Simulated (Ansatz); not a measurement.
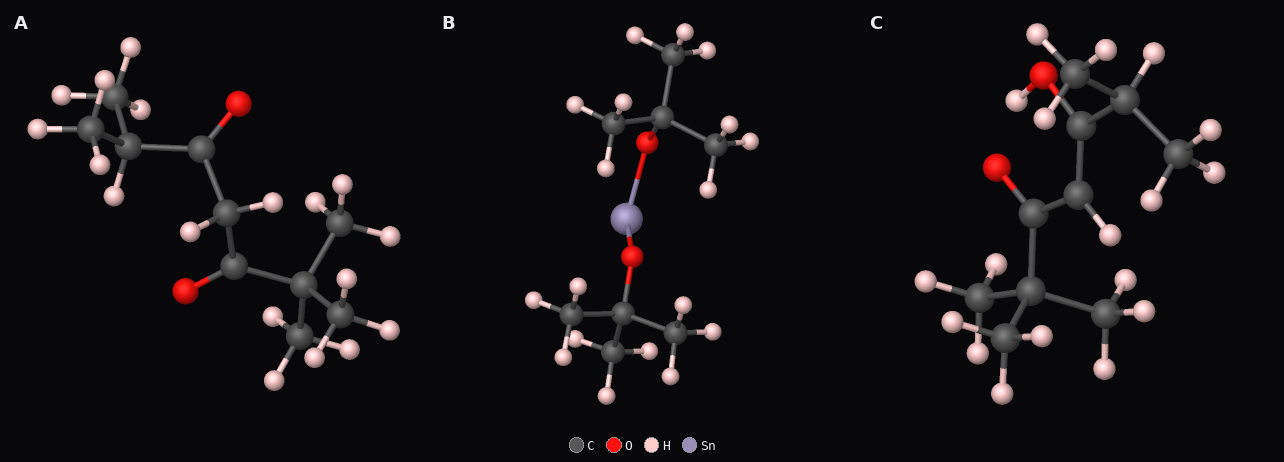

The picture comes from a calculation with Ansatz.

### Match each picture to its SMILES.
(1) CC(C)/C(O)=C/C(=O)C(C)(C)C
(2) CC(C)C(=O)CC(=O)C(C)(C)C
(3) CC(C)(C)[O][Sn][O]C(C)(C)C

A is (2), B is (3), C is (1).
